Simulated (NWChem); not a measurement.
# One shape, several levels: C3H7F (2-fluoropropane)

We compute a comparison of 6 runs (BLYP/cc-pVDZ, TPSS/cc-pVDZ, M06-L/cc-pVDZ, PBE0/cc-pVDZ, r2SCAN/cc-pVDZ, revPBE/cc-pVDZ) of C3H7F (2-fluoropropane). 

Program for the calculation: NWChem 7.3.0.

### Step 1. The system as given

C3H7F has 11 atoms, charge 0, and is taken as a singlet. SMILES: `CC(C)F`. The shape is that of a PBE0-D4/def2-TZVP optimisation.

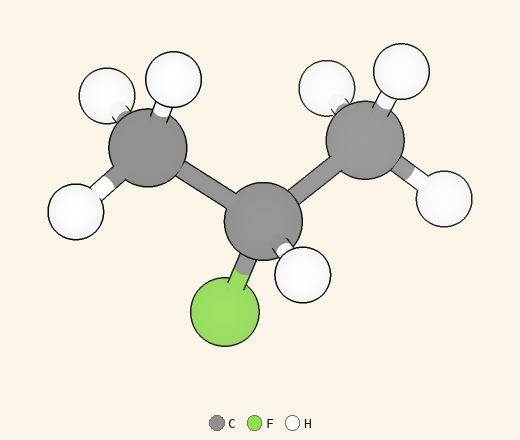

Viewed from a chosen angle; carbon grey, fluorine green, hydrogen white.

### Step 2. Energy and gradient at BLYP/cc-pVDZ (run 1)

Input file m1.nw:

```
start m1
memory 2200 mb

geometry noautosym nocenter noautoz
C     -0.234500     1.045100    -0.703000
C     -0.479600    -0.306600    -0.081300
C      0.626400    -0.766200     0.834700
F     -0.614100    -1.242400    -1.108400
H     -1.041900     1.303400    -1.390000
H     -0.180600     1.814100     0.071000
H      0.707700     1.043900    -1.256000
H     -1.436600    -0.307200     0.453700
H      1.578500    -0.788700     0.299400
H      0.417300    -1.766700     1.216600
H      0.722800    -0.085600     1.683800
end

basis "ao basis" spherical bse
* library cc-pVDZ
end

dft
xc becke88 lyp
grid fine
convergence energy 1e-08
maxiter 100
mulliken
print low
end

task dft gradient
```

The run is started by

```console
nwchem m1.nw > m1.out
```

Log:

```text
[...]
 d= 0,ls=0.0,diis     1   -218.2182946683 -3.51D+02  1.48D-02  6.38D-01     3.1
[...]
 d= 0,ls=0.0,diis     8   -218.2874219378  8.50D-09  4.68D-06  3.24D-07    19.9
         Total DFT energy =     -218.287421937778
      One electron energy =     -561.456219452883
           Coulomb energy =      239.416600924606
    Exchange-Corr. energy =      -29.306412261926
 Nuclear repulsion energy =      133.058608852424
[...]
                         DFT ENERGY GRADIENTS
    atom               coordinates                        gradient
                 x          y          z           x          y          z
   1 C      -0.443141   1.974953  -1.328477    0.000545  -0.001511  -0.000980
   2 C      -0.906313  -0.579390  -0.153635   -0.000397  -0.003528  -0.003879
   3 C       1.183724  -1.447908   1.577354    0.000057  -0.000560  -0.001826
   4 F      -1.160481  -2.347796  -2.094572    0.002070   0.014196   0.015550
   5 H      -1.968906   2.463069  -2.626719    0.007795  -0.002959   0.007129
   6 H      -0.341285   3.428152   0.134171   -0.000679  -0.008620  -0.007111
   7 H       1.337359   1.972685  -2.373496   -0.009331  -0.000492   0.005906
   8 H      -2.714780  -0.580524   0.857369    0.009974  -0.000973  -0.006736
   9 H       2.982932  -1.490427   0.565784   -0.009856   0.000608   0.004979
  10 H       0.788583  -3.338579   2.299041    0.001590   0.010102  -0.003978
  11 H       1.365894  -0.161761   3.181921   -0.001770  -0.006265  -0.009052
[...]
```

Run time: 26 s. Hardware: 1 thread of Intel Xeon Platinum 8488C (Sapphire Rapids), shared host; peak memory 0.12 GiB.

### Step 3. Energy and forces at TPSS/cc-pVDZ (run 2)

Input file nw.nw:

```
START nw
memory total 2200 mb
charge 0
GEOMETRY units angstroms noautosym nocenter noautoz
  C    -0.234500    1.045100   -0.703000
  C    -0.479600   -0.306600   -0.081300
  C     0.626400   -0.766200    0.834700
  F    -0.614100   -1.242400   -1.108400
  H    -1.041900    1.303400   -1.390000
  H    -0.180600    1.814100    0.071000
  H     0.707700    1.043900   -1.256000
  H    -1.436600   -0.307200    0.453700
  H     1.578500   -0.788700    0.299400
  H     0.417300   -1.766700    1.216600
  H     0.722800   -0.085600    1.683800
END
BASIS "ao basis" spherical bse
  * library cc-pVDZ
END
DFT
  xc xtpss03 ctpss03
  grid fine
  convergence energy 1e-08
  iterations 100
  mulliken
  print low
END
TASK dft gradient
```

The run is started by

```console
nwchem nw.nw > nw.out
```

Log:

```text
[...]
 d= 0,ls=0.0,diis     1   -218.3496832844 -3.51D+02  1.28D-02  5.14D-01     3.3
[...]
 d= 0,ls=0.0,diis    10   -218.4144579005 -4.53D-10  1.17D-07  2.53D-10    28.6
         Total DFT energy =     -218.414457900483
      One electron energy =     -561.467065660309
           Coulomb energy =      239.444342115834
    Exchange-Corr. energy =      -29.450343208432
 Nuclear repulsion energy =      133.058608852424
[...]
                         DFT ENERGY GRADIENTS
    atom               coordinates                        gradient
                 x          y          z           x          y          z
   1 C      -0.443141   1.974953  -1.328477    0.000163  -0.001263  -0.000146
   2 C      -0.906313  -0.579390  -0.153635    0.000647  -0.003765  -0.004742
   3 C       1.183724  -1.447908   1.577354   -0.000463  -0.000025  -0.001235
   4 F      -1.160481  -2.347796  -2.094572    0.001223   0.010875   0.012112
   5 H      -1.968906   2.463069  -2.626719    0.005905  -0.001901   0.005275
   6 H      -0.341285   3.428152   0.134171   -0.000484  -0.006265  -0.005519
   7 H       1.337359   1.972685  -2.373496   -0.006942  -0.000175   0.004362
   8 H      -2.714780  -0.580524   0.857369    0.006883  -0.000588  -0.004553
   9 H       2.982932  -1.490427   0.565784   -0.007227   0.000419   0.003864
  10 H       0.788583  -3.338579   2.299041    0.001424   0.007533  -0.002753
  11 H       1.365894  -0.161761   3.181921   -0.001129  -0.004845  -0.006667
[...]
```

Run time: 36 s. Hardware: 1 thread of Intel Xeon Platinum 8488C (Sapphire Rapids), shared host; peak memory 0.12 GiB.

Runs 3 to 5 aren't shown in full; the table further down has their settings and results.

### Step 4. Energy and forces at revPBE/cc-pVDZ (run 6)

Input file job.nw:

```
start job
title "C3H7F revPBE"
memory 2200 mb
geometry noautosym nocenter noautoz
  C     -0.234500     1.045100    -0.703000
  C     -0.479600    -0.306600    -0.081300
  C      0.626400    -0.766200     0.834700
  F     -0.614100    -1.242400    -1.108400
  H     -1.041900     1.303400    -1.390000
  H     -0.180600     1.814100     0.071000
  H      0.707700     1.043900    -1.256000
  H     -1.436600    -0.307200     0.453700
  H      1.578500    -0.788700     0.299400
  H      0.417300    -1.766700     1.216600
  H      0.722800    -0.085600     1.683800
end
basis spherical bse
  * library cc-pVDZ
end
dft
  xc revpbe cpbe96
  grid fine
  convergence energy 1e-08
  maxiter 100
  mulliken
end
task dft gradient
```

The run is started by

```console
nwchem job.nw > job.out
```

Log:

```text
[...]
          Wavefunction type:  closed shell.
          No. of atoms     :    11
          No. of electrons :    34
[...]
          Charge           :     0
          Spin multiplicity:     1
[...]
          AO basis - number of functions:    91
[...]
              XC Information
              --------------
                        RevPBE Exchange Functional  1.000
            Perdew 1991 LDA Correlation Functional  1.000 local
           PerdewBurkeErnz. Correlation Functional  1.000 non-local
[...]
 d= 0,ls=0.0,diis     1   -218.2448591411 -3.51D+02  1.39D-02  5.95D-01     2.9
[...]
 d= 0,ls=0.0,diis     8   -218.3097439831  4.98D-09  2.61D-06  1.49D-07    19.4
         Total DFT energy =     -218.309743983079
      One electron energy =     -561.433848570519
           Coulomb energy =      239.387732895544
    Exchange-Corr. energy =      -29.322237160528
 Nuclear repulsion energy =      133.058608852424
[...]
      Total Density - Mulliken Population Analysis
     ---------------------------------------------
    Atom       Charge   Shell Charges
 -----------   ------   -------------------------------------------------------
    1 C    6     5.99   2.02  0.67  0.35  2.13  0.79  0.04
    2 C    6     5.91   2.01  0.69  0.42  2.02  0.62  0.14
    3 C    6     5.99   2.02  0.67  0.35  2.13  0.79  0.04
    4 F    9     9.23   2.01  0.90  1.01  3.32  1.99  0.00
    5 H    1     0.98   0.75  0.19  0.03
    6 H    1     0.98   0.75  0.20  0.03
    7 H    1     0.98   0.75  0.19  0.03
    8 H    1     1.01   0.78  0.20  0.03
    9 H    1     0.98   0.75  0.19  0.03
   10 H    1     0.98   0.75  0.19  0.03
[...]
  wavefunction    = closed shell
[...]
```

It took 25 s on 1 thread of Intel Xeon Platinum 8488C (Sapphire Rapids), shared host; peak memory 0.12 GiB.

### Step 5. The series

```tsv
run	level	energy (Eh)	largest force (eV/Å)	wall time
1	BLYP/cc-pVDZ	-218.287422	1.088	26 s
2	TPSS/cc-pVDZ	-218.414458	0.839	36 s
3	M06-L/cc-pVDZ	-218.356610	0.343	37 s
4	PBE0/cc-pVDZ	-218.143463	0.298	29 s
5	r2SCAN/cc-pVDZ	-218.266865	0.460	31 s
6	revPBE/cc-pVDZ	-218.309744	0.978	25 s
```

### Step 6. Outcome

```
                       quantity          value
            run 6: total energy  -218.30974 Eh
           run 6: dipole moment         1.58 D
             run 6: HOMO energy       -7.14 eV
             run 6: LUMO energy        1.20 eV
           run 6: HOMO–LUMO gap        8.34 eV
run 6: largest force on an atom     0.978 eV/Å
```

In words: Over runs 3, 4, 5, 6 the dipole moment (its size) runs from 1.58 D (revPBE/cc-pVDZ) to 1.76 D (PBE0/cc-pVDZ). Over runs 3, 4, 5, 6 the HOMO–LUMO gap runs from 8.34 eV (revPBE/cc-pVDZ) to 10.90 eV (PBE0/cc-pVDZ). Totals of different functionals can't be ranked against each other. All runs together took 3.1 min, the longest 37 s.
